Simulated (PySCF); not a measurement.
C5H11OS, charge +1, SMILES `CC(=O)C[S+](C)C`.

Method: B3LYP/def2-SVPD; geometry: GFN2-xTB; program: PySCF. No frequency check shows the geometry to be a minimum. GFN2-xTB bond lengths at metals and heavier atoms can be off by up to 0.1 Å and shapes distorted, which carries into these values.

Coordinates in Å:

```
C1      -2.9217    0.4935   -0.3004
C2      -1.5816   -0.0167    0.0752
O3      -1.3464   -1.0424    0.6631
C4      -0.3727    0.8387   -0.3006
S5       1.0221   -0.0661    0.4742
C6       1.3021   -1.3788   -0.7338
C7       2.3785    1.0448    0.0139
H8      -3.6640   -0.2948   -0.2035
H9      -2.9261    0.8968   -1.3100
H10     -3.1938    1.3025    0.3784
H11     -0.4325    1.8366    0.1339
H12     -0.2394    0.9232   -1.3785
H13      2.2221   -1.8891   -0.4613
H14      0.4762   -2.0811   -0.6625
H15      1.3818   -0.9747   -1.7381
H16      3.3140    0.5594    0.2768
H17      2.2880    1.9589    0.5932
H18      2.3647    1.2700   -1.0473
```

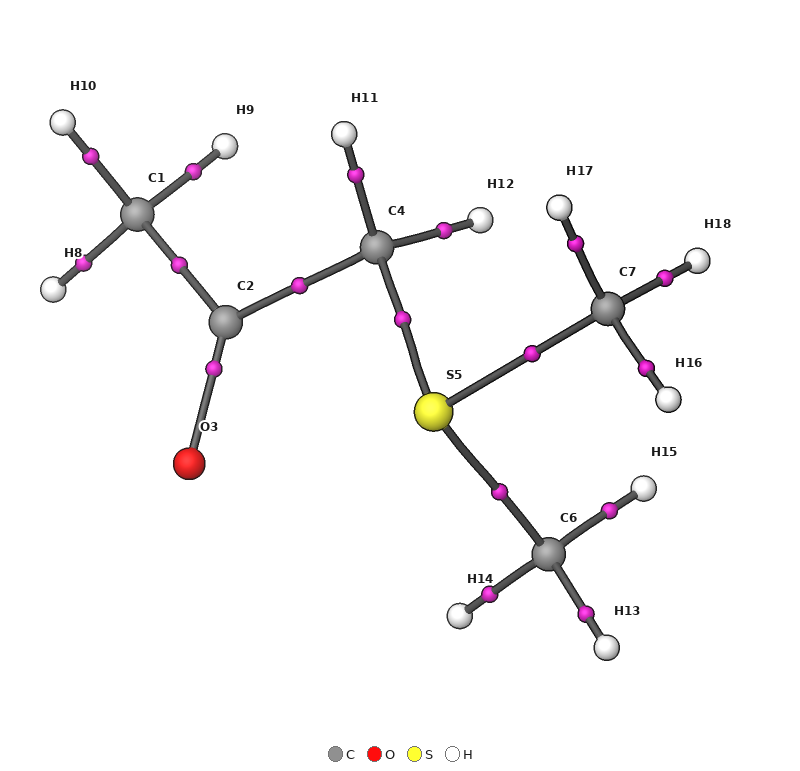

Molecular graph of the electron density (QTAIM): bond paths, bond critical points (magenta), ring points (cyan, if any); weak paths are dashed.

> How many critical points of each kind are there, and does the count close?

18 nuclei, 17 bond, 0 ring and 0 cage critical points: 18 − 17 + 0 − 0 = 1, as the Poincaré–Hopf relation requires.

> Tabulate density, Laplacian, ellipticity and energy density at the bond critical points (atomic units).

| bond | length (Å) | ρ (a.u.) | ∇²ρ (a.u.) | ε | H (a.u.) |
| --- | --- | --- | --- | --- | --- |
| C2–O3 | 1.205 | 0.416 | +0.31 | 0.05 | −0.741 |
| C6–H14 | 1.087 | 0.284 | −1.13 | 0.02 | −0.317 |
| C7–H18 | 1.085 | 0.283 | −1.09 | 0.02 | −0.311 |
| C7–H16 | 1.086 | 0.282 | −1.10 | 0.02 | −0.312 |
| C7–H17 | 1.086 | 0.282 | −1.10 | 0.02 | −0.312 |
| C6–H15 | 1.085 | 0.282 | −1.09 | 0.02 | −0.310 |
| C6–H13 | 1.087 | 0.282 | −1.10 | 0.02 | −0.312 |
| C1–H8 | 1.087 | 0.281 | −1.08 | 0.01 | −0.307 |
| C4–H11 | 1.090 | 0.280 | −1.08 | 0.03 | −0.306 |
| C4–H12 | 1.089 | 0.279 | −1.07 | 0.03 | −0.305 |
| C1–H9 | 1.087 | 0.277 | −1.03 | 0.01 | −0.300 |
| C1–H10 | 1.091 | 0.273 | −1.01 | 0.00 | −0.295 |
| C1–C2 | 1.482 | 0.269 | −0.67 | 0.05 | −0.234 |
| C2–C4 | 1.528 | 0.253 | −0.60 | 0.04 | −0.206 |
| S5–C6 | 1.806 | 0.187 | −0.33 | 0.02 | −0.131 |
| S5–C7 | 1.813 | 0.187 | −0.34 | 0.02 | −0.131 |
| C4–S5 | 1.834 | 0.181 | −0.31 | 0.03 | −0.122 |

> What kind of interaction is C7–H16?

Shared-shell (covalent): ρ = 0.282, ∇²ρ = −1.10, H = −0.312 a.u.

Run time: 46 s on 1 thread of Intel(R) Xeon(R) Processor, with other jobs on the host, peak memory 0.95 GiB.
